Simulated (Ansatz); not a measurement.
Run report: MoHBrCl5F, nudged elastic band (part 1 of 2)

System: MoHBrCl5F.
Method: RKS PBE/def2-SVP (Ansatz 0.2.0).

The run did not end well. It belongs to a series of runs on one base structure; here: band between the two ends.

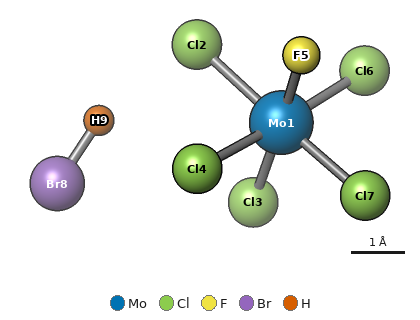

**Figure 1.** The input geometry (ball-and-stick view, seen at a tilt; atoms are numbered from 1 in the order of the input). Sticks mark near contacts. Bond lengths as drawn: Br–H 1.45 Å, Cl–Mo 2.30 to 2.36 Å and F–Mo 1.87 Å.

What the run reported:

| quantity | value |
| --- | --- |
| outcome | not converged |
| barrier, forward (band not converged) | 1.016 eV |
| barrier, backward | 1.030 eV |
| hardware | 4 threads of Arm Neoverse V2, 24 GiB of memory available, shared host |
| wall time | 22 min (CPU time 85 min) |
| peak memory | 0.38 GiB |

Diagnosis:

The run did not converge: “NEB band did not converge after 57 iterations: max|band force component| = 1.22e-1 eV/Å (threshold 5.0e-2); raise `neb.max_iterations` in a new run, which can start from the last band evaluated (`neb.initial_path`, with `crystal.atoms` and `neb.final_atoms` set to its first and last images), add images, or start from endpoints closer to local minima …” Its last values are not results.

Input:
```yaml
crystal:
  periodic: [false, false, false]
  atoms:
    - { symbol: Mo, position_ang: [-0.121312, -0.198753, -0.190703] }
    - { symbol: Cl, position_ang: [-0.02763, -0.090583, 2.161055] }
    - { symbol: Cl, position_ang: [2.172992, -0.222447, -0.284829] }
    - { symbol: Cl, position_ang: [-0.139787, 2.105911, -0.264509] }
    - { symbol: F, position_ang: [-1.981909, -0.17647, -0.038466] }
    - { symbol: Cl, position_ang: [-0.205774, -2.505481, -0.049578] }
    - { symbol: Cl, position_ang: [-0.306973, -0.308552, -2.485192] }
    - { symbol: Br, position_ang: [2.457867, 2.734154, 2.115715] }
    - { symbol: H, position_ang: [1.561626, 1.65112, 2.462908] }
basis:
  gaussian: { orbitals: def2-SVP }
hamiltonian:
  xc: pbe
neb:
  order_check: false
  images: 6
  f_tol: 0.05
  max_iterations: 57
  climbing: false
  final_atoms:
    - { symbol: Mo, position_ang: [0.29630668, 0.13833271, -0.46102401] }
    - { symbol: Cl, position_ang: [0.98684878, 1.38122994, 3.74985827] }
    - { symbol: Cl, position_ang: [2.07488367, -1.29402153, -0.08274732] }
    - { symbol: Cl, position_ang: [-1.53822948, 1.53048487, -0.69798504] }
    - { symbol: F, position_ang: [-0.26851582, -0.19472571, 1.32560657] }
    - { symbol: Cl, position_ang: [-1.01131467, -1.66680686, -1.10298931] }
    - { symbol: Cl, position_ang: [0.93683018, 0.48117331, -2.64008194] }
    - { symbol: Br, position_ang: [1.62914797, 2.02679565, 0.36624433] }
    - { symbol: H, position_ang: [0.30314268, 0.58643663, 2.96951945] }
  initial_path:
    images:
      - { positions_ang: [[-0.121312, -0.198753, -0.190703], [-0.02763, -0.090583, 2.161055], [2.172992, -0.222447, -0.284829], [-0.139787, 2.105911, -0.264509], [-1.981909, -0.17647, -0.038466], [-0.205774, -2.505481, -0.049578], [-0.306973, -0.308552, -2.485192], [2.457867, 2.734154, 2.115715], [1.561626, 1.65112, 2.462908]] }
      - { positions_ang: [[-0.08783641, -0.1427775, -0.13430363], [-0.01220272, -0.06021327, 2.30545503], [2.21090863, -0.15936756, -0.20910987], [-0.10141984, 2.16339494, -0.19162064], [-1.92251519, -0.12711716, -0.01975993], [-0.1477794, -2.45042422, -0.02890161], [-0.22802228, -0.22580794, -2.43316487], [2.28082004, 2.49990364, 1.75464446], [1.41714716, 1.49130807, 2.38316205]] }
      - { positions_ang: [[-0.05436081, -0.086802, -0.07790425], [0.00322456, -0.02984353, 2.44985506], [2.24882526, -0.09628812, -0.13339074], [-0.06305268, 2.22087888, -0.11873229], [-1.86312138, -0.07776432, -0.00105386], [-0.0897848, -2.39536744, -0.00822521], [-0.14907155, -0.14306388, -2.38113773], [2.10377309, 2.26565328, 1.39357393], [1.27266832, 1.33149614, 2.30341609]] }
      - { positions_ang: [[-0.02088522, -0.03082649, -0.02150488], [0.01865184, 0.0005262, 2.5942551], [2.28674188, -0.03320868, -0.0576716], [-0.02468552, 2.27836282, -0.04584393], [-1.80372757, -0.02841149, 0.01765221], [-0.0317902, -2.34031067, 0.01245118], [-0.07012083, -0.06031982, -2.3291106], [1.92672613, 2.03140291, 1.03250339], [1.12818949, 1.17168421, 2.22367014]] }
      - { positions_ang: [[0.03877459, 0.01732861, -0.06012216], [0.16357738, 0.21078519, 2.82122699], [2.27272641, -0.18629076, -0.02880279], [-0.22446302, 2.19615909, -0.10776908], [-1.55895711, -0.03101945, 0.21251972], [-0.14686744, -2.22050007, -0.13803615], [0.10756534, 0.05249808, -2.35123773], [1.8083377, 1.93035172, 0.78257901], [0.94840615, 1.01958659, 2.2960432]] }
      - { positions_ang: [[0.12461862, 0.05766331, -0.19375611], [0.43800118, 0.60093344, 3.13077075], [2.20677883, -0.55553435, -0.0467843], [-0.66238517, 1.97426768, -0.30450774], [-1.12881002, -0.0855882, 0.58354867], [-0.43501652, -2.03593567, -0.4596872], [0.38398695, 0.19538982, -2.44751913], [1.74860779, 1.9624997, 0.64380078], [0.73331833, 0.87520327, 2.52053528]] }
      - { positions_ang: [[0.21046265, 0.09799801, -0.32739006], [0.71242498, 0.99108169, 3.44031451], [2.14083125, -0.92477794, -0.06476581], [-1.10030732, 1.75237628, -0.50124639], [-0.69866292, -0.14015696, 0.95457762], [-0.72316559, -1.85137127, -0.78133826], [0.66040857, 0.33828157, -2.54380053], [1.68887788, 1.99464767, 0.50502256], [0.51823051, 0.73081995, 2.74502737]] }
      - { positions_ang: [[0.29630668, 0.13833271, -0.46102401], [0.98684878, 1.38122994, 3.74985827], [2.07488367, -1.29402153, -0.08274732], [-1.53822948, 1.53048487, -0.69798504], [-0.26851582, -0.19472571, 1.32560657], [-1.01131467, -1.66680686, -1.10298931], [0.93683018, 0.48117331, -2.64008194], [1.62914797, 2.02679565, 0.36624433], [0.30314268, 0.58643663, 2.96951945]] }
```

Command:
```bash
ansatz run input.yaml --threads 4 --pin off --max-ram 5120MiB --backend cpu --events-out ev --progress --plain --runs-dir out
```

What the program printed:
```
Engine: ansatz 0.2.0, aarch64-unknown-linux-gnu
Functional definition: PBE
  parameter kappa = 0.804
  parameter beta = 0.06672455060314922
  exchange = pbe_x(kappa = kappa, mu = beta*pi^2/3)
  correlation = pbe_c(beta = beta)
1829 factors; their error is unknown
mean field evaluation 1: about -137182.3475 eV, gradient 4.8e1 eV
mean field evaluation 2: about -136882.3750 eV, gradient 3.3e2 eV
mean field evaluation 4: about -137179.9977 eV, gradient 5.5e1 eV
mean field evaluation 8: about -137186.9543 eV, gradient 1.0e-1 eV
mean field evaluation 16: about -137158.0340 eV, gradient 6.7e1 eV
mean field -137186.82105512 eV, -5041.5226852085 hartree, gradient 1.2e-5 eV, S^2 0.000000; 0 other end points of the search recorded, 0 dependent functions left out
the calculation of the forces begins
reference -137186.82112892 eV, -5041.5226879207 hartree; 72, 72 occupied and 100, 100 virtual orbitals, 1829 factors
1829 factors; their error is unknown
mean field evaluation 32: about -137182.9387 eV, gradient 4.5e1 eV
mean field evaluation 64: about -137179.3537 eV, gradient 2.1e1 eV
mean field -137186.83507212 eV, -5041.5232003238 hartree, gradient 1.5e-5 eV, S^2 0.000000; 4 other end points of the search recorded, 0 dependent functions left out
[... from here on the field's lines of each further geometry are left out, up to the last ...]
NEB iter   1: max|band force component| = 9.453e1 eV/Å  barrier→ = 24.6570 eV  barrier← = 24.6710 eV  Δτ_max = 0.2000 Å  (1387 SCF iters)
NEB iter   2: max|band force component| = 2.417e1 eV/Å  barrier→ = 5.7914 eV  barrier← = 5.8054 eV  Δτ_max = 0.2000 Å  (291 SCF iters)
NEB iter   3: max|band force component| = 1.322e1 eV/Å  barrier→ = 3.0111 eV  barrier← = 3.0252 eV  Δτ_max = 0.2000 Å  (270 SCF iters)
NEB iter   4: max|band force component| = 5.223e0 eV/Å  barrier→ = 2.0604 eV  barrier← = 2.0745 eV  Δτ_max = 0.2000 Å  (291 SCF iters)
NEB iter   5: max|band force component| = 2.192e0 eV/Å  barrier→ = 2.1291 eV  barrier← = 2.1431 eV  Δτ_max = 0.2000 Å  (283 SCF iters)
NEB iter   6: max|band force component| = 1.456e0 eV/Å  barrier→ = 1.9272 eV  barrier← = 1.9412 eV  Δτ_max = 0.1962 Å  (269 SCF iters)
NEB iter   7: max|band force component| = 8.380e-1 eV/Å  barrier→ = 1.3434 eV  barrier← = 1.3574 eV  Δτ_max = 0.2000 Å  (270 SCF iters)
NEB iter   8: max|band force component| = 5.038e-1 eV/Å  barrier→ = 1.3726 eV  barrier← = 1.3867 eV  Δτ_max = 0.1989 Å  (255 SCF iters)
NEB iter   9: max|band force component| = 3.530e-1 eV/Å  barrier→ = 1.3371 eV  barrier← = 1.3511 eV  Δτ_max = 0.1909 Å  (247 SCF iters)
NEB iter  10: max|band force component| = 5.813e-1 eV/Å  barrier→ = 1.1922 eV  barrier← = 1.2062 eV  Δτ_max = 0.1005 Å  (242 SCF iters)
NEB iter  11: max|band force component| = 2.594e-1 eV/Å  barrier→ = 1.1084 eV  barrier← = 1.1224 eV  Δτ_max = 0.0648 Å  (235 SCF iters)
NEB iter  12: max|band force component| = 1.204e-1 eV/Å  barrier→ = 1.1049 eV  barrier← = 1.1189 eV  Δτ_max = 0.0785 Å  (223 SCF iters)
NEB iter  13: max|band force component| = 8.653e-2 eV/Å  barrier→ = 1.1016 eV  barrier← = 1.1156 eV  Δτ_max = 0.0255 Å  (226 SCF iters)
NEB iter  14: max|band force component| = 5.710e-2 eV/Å  barrier→ = 1.0979 eV  barrier← = 1.1119 eV  Δτ_max = 0.1016 Å  (227 SCF iters)
NEB iter  15: max|band force component| = 1.220e-1 eV/Å  barrier→ = 1.0961 eV  barrier← = 1.1101 eV  Δτ_max = 0.0514 Å  (228 SCF iters)
NEB iter  16: max|band force component| = 9.016e-2 eV/Å  barrier→ = 1.1017 eV  barrier← = 1.1157 eV  Δτ_max = 0.0514 Å  (223 SCF iters)
NEB iter  17: max|band force component| = 1.005e-1 eV/Å  barrier→ = 1.1093 eV  barrier← = 1.1233 eV  Δτ_max = 0.0257 Å  (227 SCF iters)
NEB iter  18: max|band force component| = 8.478e-2 eV/Å  barrier→ = 1.1142 eV  barrier← = 1.1282 eV  Δτ_max = 0.0258 Å  (228 SCF iters)
NEB iter  19: max|band force component| = 9.080e-2 eV/Å  barrier→ = 1.1179 eV  barrier← = 1.1320 eV  Δτ_max = 0.0258 Å  (227 SCF iters)
NEB iter  20: max|band force component| = 9.959e-2 eV/Å  barrier→ = 1.1241 eV  barrier← = 1.1381 eV  Δτ_max = 0.0258 Å  (230 SCF iters)
NEB iter  21: max|band force component| = 1.081e-1 eV/Å  barrier→ = 1.1293 eV  barrier← = 1.1433 eV  Δτ_max = 0.0257 Å  (232 SCF iters)
NEB iter  22: max|band force component| = 1.281e-1 eV/Å  barrier→ = 1.1345 eV  barrier← = 1.1486 eV  Δτ_max = 0.0517 Å  (230 SCF iters)
NEB iter  23: max|band force component| = 1.716e-1 eV/Å  barrier→ = 1.1460 eV  barrier← = 1.1600 eV  Δτ_max = 0.1043 Å  (232 SCF iters)
NEB iter  24: max|band force component| = 2.846e-1 eV/Å  barrier→ = 1.1748 eV  barrier← = 1.1889 eV  Δτ_max = 0.0517 Å  (236 SCF iters)
NEB iter  25: max|band force component| = 2.812e-1 eV/Å  barrier→ = 1.1930 eV  barrier← = 1.2070 eV  Δτ_max = 0.0511 Å  (219 SCF iters)
NEB iter  26: max|band force component| = 3.077e-1 eV/Å  barrier→ = 1.2136 eV  barrier← = 1.2276 eV  Δτ_max = 0.0256 Å  (221 SCF iters)
NEB iter  27: max|band force component| = 2.750e-1 eV/Å  barrier→ = 1.2238 eV  barrier← = 1.2378 eV  Δτ_max = 0.0257 Å  (220 SCF iters)
NEB iter  28: max|band force component| = 2.171e-1 eV/Å  barrier→ = 1.2338 eV  barrier← = 1.2478 eV  Δτ_max = 0.0257 Å  (221 SCF iters)
NEB iter  29: max|band force component| = 2.168e-1 eV/Å  barrier→ = 1.2425 eV  barrier← = 1.2565 eV  Δτ_max = 0.0515 Å  (220 SCF iters)
NEB iter  30: max|band force component| = 1.990e-1 eV/Å  barrier→ = 1.2608 eV  barrier← = 1.2748 eV  Δτ_max = 0.1036 Å  (222 SCF iters)
NEB iter  31: max|band force component| = 2.413e-1 eV/Å  barrier→ = 1.2929 eV  barrier← = 1.3069 eV  Δτ_max = 0.1033 Å  (233 SCF iters)
NEB iter  32: max|band force component| = 2.828e-1 eV/Å  barrier→ = 1.3075 eV  barrier← = 1.3215 eV  Δτ_max = 0.0515 Å  (232 SCF iters)
NEB iter  33: max|band force component| = 2.808e-1 eV/Å  barrier→ = 1.2990 eV  barrier← = 1.3130 eV  Δτ_max = 0.0520 Å  (222 SCF iters)
NEB iter  34: max|band force component| = 2.587e-1 eV/Å  barrier→ = 1.2884 eV  barrier← = 1.3024 eV  Δτ_max = 0.1030 Å  (221 SCF iters)
NEB iter  35: max|band force component| = 3.503e-1 eV/Å  barrier→ = 1.2655 eV  barrier← = 1.2795 eV  Δτ_max = 0.1038 Å  (232 SCF iters)
NEB iter  36: max|band force component| = 4.437e-1 eV/Å  barrier→ = 1.2157 eV  barrier← = 1.2298 eV  Δτ_max = 0.2000 Å  (234 SCF iters)
NEB iter  37: max|band force component| = 5.120e-1 eV/Å  barrier→ = 1.1085 eV  barrier← = 1.1225 eV  Δτ_max = 0.2000 Å  (263 SCF iters)
NEB iter  38: max|band force component| = 7.734e-1 eV/Å  barrier→ = 1.1278 eV  barrier← = 1.1418 eV  Δτ_max = 0.0999 Å  (261 SCF iters)
NEB iter  39: max|band force component| = 5.076e-1 eV/Å  barrier→ = 1.1339 eV  barrier← = 1.1479 eV  Δτ_max = 0.1004 Å  (230 SCF iters)
NEB iter  40: max|band force component| = 3.414e-1 eV/Å  barrier→ = 1.1573 eV  barrier← = 1.1713 eV  Δτ_max = 0.1000 Å  (230 SCF iters)
NEB iter  41: max|band force component| = 3.112e-1 eV/Å  barrier→ = 1.1588 eV  barrier← = 1.1728 eV  Δτ_max = 0.1024 Å  (225 SCF iters)
NEB iter  42: max|band force component| = 2.764e-1 eV/Å  barrier→ = 1.1360 eV  barrier← = 1.1500 eV  Δτ_max = 0.1031 Å  (236 SCF iters)
NEB iter  43: max|band force component| = 3.193e-1 eV/Å  barrier→ = 1.1097 eV  barrier← = 1.1237 eV  Δτ_max = 0.1030 Å  (241 SCF iters)
NEB iter  44: max|band force component| = 3.051e-1 eV/Å  barrier→ = 1.0951 eV  barrier← = 1.1091 eV  Δτ_max = 0.2000 Å  (228 SCF iters)
NEB iter  45: max|band force component| = 2.207e-1 eV/Å  barrier→ = 1.0756 eV  barrier← = 1.0896 eV  Δτ_max = 0.1996 Å  (250 SCF iters)
NEB iter  46: max|band force component| = 3.472e-1 eV/Å  barrier→ = 1.0690 eV  barrier← = 1.0830 eV  Δτ_max = 0.1009 Å  (248 SCF iters)
NEB iter  47: max|band force component| = 7.214e-1 eV/Å  barrier→ = 1.0601 eV  barrier← = 1.0741 eV  Δτ_max = 0.0502 Å  (242 SCF iters)
NEB iter  48: max|band force component| = 3.081e-1 eV/Å  barrier→ = 1.0469 eV  barrier← = 1.0609 eV  Δτ_max = 0.1004 Å  (222 SCF iters)
NEB iter  49: max|band force component| = 5.112e-1 eV/Å  barrier→ = 1.0443 eV  barrier← = 1.0584 eV  Δτ_max = 0.2000 Å  (231 SCF iters)
NEB iter  50: max|band force component| = 5.938e-1 eV/Å  barrier→ = 1.0301 eV  barrier← = 1.0441 eV  Δτ_max = 0.2000 Å  (249 SCF iters)
NEB iter  51: max|band force component| = 4.332e-1 eV/Å  barrier→ = 1.0176 eV  barrier← = 1.0316 eV  Δτ_max = 0.2000 Å  (247 SCF iters)
NEB iter  52: max|band force component| = 2.913e-1 eV/Å  barrier→ = 1.0101 eV  barrier← = 1.0241 eV  Δτ_max = 0.2000 Å  (240 SCF iters)
NEB iter  53: max|band force component| = 1.460e-1 eV/Å  barrier→ = 1.0097 eV  barrier← = 1.0237 eV  Δτ_max = 0.2000 Å  (234 SCF iters)
NEB iter  54: max|band force component| = 2.966e-1 eV/Å  barrier→ = 1.0222 eV  barrier← = 1.0362 eV  Δτ_max = 0.1004 Å  (249 SCF iters)
NEB iter  55: max|band force component| = 2.029e-1 eV/Å  barrier→ = 1.0132 eV  barrier← = 1.0272 eV  Δτ_max = 0.1002 Å  (220 SCF iters)
NEB iter  56: max|band force component| = 1.471e-1 eV/Å  barrier→ = 1.0144 eV  barrier← = 1.0284 eV  Δτ_max = 0.0997 Å  (225 SCF iters)
the calculation of the forces begins
reference -137186.48681935 eV, -5041.5104022704 hartree; 72, 72 occupied and 100, 100 virtual orbitals, 1829 factors
these checks for a lower state are left out or cut short: starts, cluster_reference, orbital_swaps, neighbouring_geometries, increment
1829 factors; their error is unknown
mean field -137186.48094873 eV, -5041.5101865293 hartree, gradient 1.3e-5 eV, S^2 0.000000; 0 other end points of the search recorded, 0 dependent functions left out
the calculation of the forces begins
reference -137186.48102184 eV, -5041.5101892158 hartree; 72, 72 occupied and 100, 100 virtual orbitals, 1829 factors
NEB iter  57: max|band force component| = 1.223e-1 eV/Å  barrier→ = 1.0163 eV  barrier← = 1.0303 eV  Δτ_max = 0.0996 Å  (222 SCF iters)
```
